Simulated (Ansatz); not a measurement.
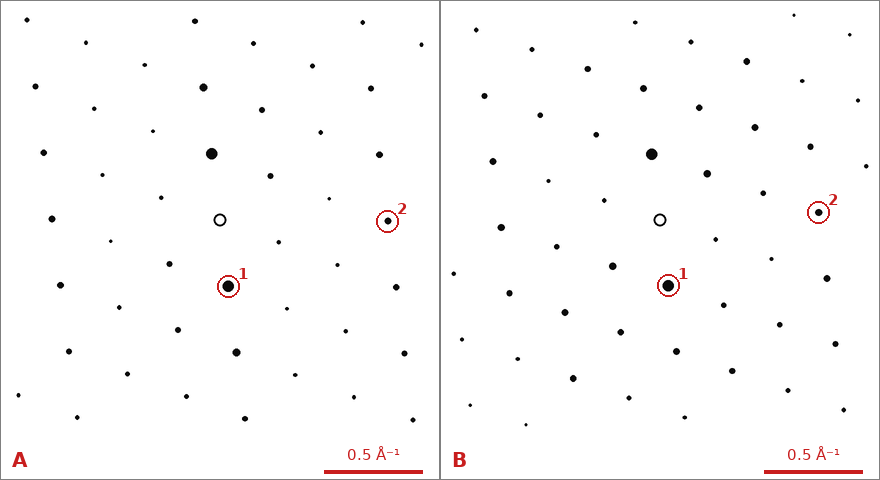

Kinematic electron diffraction patterns (300 kV, B = 0.5 Å², same scale) along [011] of the run's own cell, for the start and the end of one relaxation of Sr2Ti with DFT, PAW plane waves, lda (Ansatz 0.2.0). k mesh 10×10×5. The start is a generated model structure, and the relaxation ends in the nearest stationary point of its symmetry, not necessarily the ground state. Spot 1 is -1 1 -1 and spot 2 is -2 -1 1 in both.

Start structure:

```
CELL_PARAMETERS angstrom
3.81405 0.00000 0.00000
-1.90703 3.30307 0.00000
0.00000 0.00000 6.44777
ATOMIC_POSITIONS crystal
Sr 0.33330 0.66670 0.25000
Sr 0.66670 0.33330 0.75000
Ti 0.00000 0.00000 0.00000
```

Q: Which pattern belongs to the start structure, and which to the relaxed one?

A: B is the start: its cell gives d(1) = 2.940 Å, d(2) = 1.226 Å and an angle of 85.5°. A is the relaxed structure, with d(1) = 2.920 Å (-0.7 %), d(2) = 1.162 Å (-5.2 %) and 82.5°.

Q: Name reflections whose intensity changes strongly on relaxation.

A: 0 2 -2 goes from 11 to 1.4 % of the strongest spot; 1 -3 3 goes from 9.6 to 1.9 % of the strongest spot; 0 1 -1 goes from 16 to 5.8 % of the strongest spot.

Q: Summarise the relaxation behind the change.

A: The volume changed by +18.5 % to 32.09 Å³ an atom; with the mean shift removed, the atoms moved by up to 0.38 Å relative to the cell (Sr most); the space group stayed P-3m1 (No. 164); the free energy fell by 670 meV an atom. Relaxed cell: a = 3.581 Å, b = 3.581 Å, c = 8.668 Å, α = 90.00°, β = 90.00°, γ = 120.00°.
